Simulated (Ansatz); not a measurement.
Single-point calculation, with input and output: BHBr$_{2}$

The run: single-point calculation of BHBr$_{2}$, SMILES BrBBr. Method and program: RKS PBE/aug-cc-pVTZ (Ansatz 0.2.0).

Some settings of this run were made unusual or wrong on purpose. The geometry comes from this level: PBE0-D4/def2-TZVP. Figures and captions count atoms from 1; the log counts them from 0 in places.

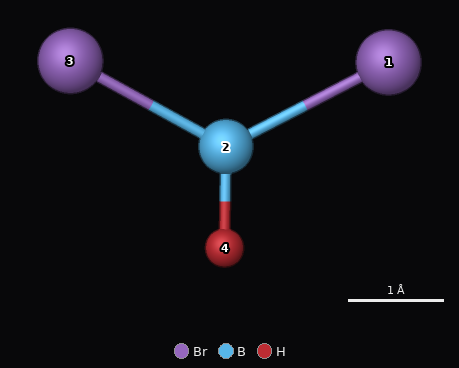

Fig. 1: The input geometry (ball-and-stick view, seen on its broad side; atoms are numbered from 1 in the order of the input).

Input file
```yaml
crystal:
  periodic: [false, false, false]
  atoms:
    - {symbol: Br, position_ang: [0.663771, 0.240910, 1.625918]}
    - {symbol: B, position_ang: [-0.199463, 0.047201, -0.091008]}
    - {symbol: Br, position_ang: [0.624348, -0.725527, -1.608086]}
    - {symbol: H, position_ang: [-1.181166, 0.452703, -0.205834]}
basis:
  gaussian: {orbitals: aug-cc-pVTZ, final_grid: {core_spheres: 1, valence_spheres: 1, degree: 1}}
hamiltonian: {xc: {name: PBE}}
accuracy: high
output: {forces: true}
```

Launched with:
```bash
ansatz run in.yaml --threads 4 --pin off --events-out ev --progress --plain --max-ram 10444MiB
```

What the program printed
```
Functional definition: PBE
  name "PBE"
  cite "Perdew, Burke & Ernzerhof, Phys. Rev. Lett. 77, 3865 (1996) doi:10.1103/PhysRevLett.77.3865"
  parent pbe
  parameter kappa = 0.804
  parameter beta = 0.06672455060314922
  exchange = pbe_x(kappa = kappa, mu = beta*pi^2/3)
  correlation = pbe_c(beta = beta)
2621 factors; integrals over basis functions are off by at most 4.4e-9 eV
mean field evaluation 1: about -140762.6412 eV, gradient 4.1e1 eV
mean field evaluation 2: about -140753.3852 eV, gradient 6.5e1 eV
mean field evaluation 4: about -140767.1104 eV, gradient 1.9e0 eV
mean field evaluation 8: about -140869.0406 eV, gradient 3.9e2 eV
mean field evaluation 16: about -141279.7003 eV, gradient 4.3e1 eV
mean field -141326.83856300 eV, -5193.6655224185 hartree, gradient 2.4e-8 eV, S^2 0.000000; 0 other end points of the search recorded, 0 dependent functions left out
the calculation of the forces begins
reference -141326.83856369 eV, -5193.6655224437 hartree; 38, 38 occupied and 149, 149 virtual orbitals, 2621 factors
Total energy: -141326.83856369 eV, -5193.6655224437 hartree
Atom 0 at     0.663771     0.240910     1.625918 Å, force   191.825236   -48.574024    69.875341 eV/Å
Atom 1 at    -0.199463     0.047201    -0.091008 Å, force  -408.845865   139.306270   -18.023998 eV/Å
Atom 2 at     0.624348    -0.725527    -1.608086 Å, force   199.757409   -87.144696   -48.131164 eV/Å
Atom 3 at    -1.181166     0.452703    -0.205834 Å, force    17.263220    -3.587551    -3.720179 eV/Å
Dipole moment:    -3.248646     1.163476    -0.433260 e Å
```

What the run reported

```json
{"quantity": "outcome", "value": "converged"}
{"quantity": "total energy", "value": "−141326.8386 eV"}
{"quantity": "SCF solution under orbital rotations", "value": "stable"}
{"quantity": "largest force (length of the vector)", "value": "432.303 eV/Å"}
{"quantity": "dipole moment", "value": "16.70 D"}
{"quantity": "hardware", "value": "4 threads of Arm Neoverse V1, 23 GiB of memory available, shared host"}
{"quantity": "wall time", "value": "7 s (CPU time 24 s)"}
{"quantity": "peak memory", "value": "0.67 GiB"}
```

Diagnosis

This input holds a deliberate fault: grid. The program still converged, but the numbers can't be taken as results for the intended system.
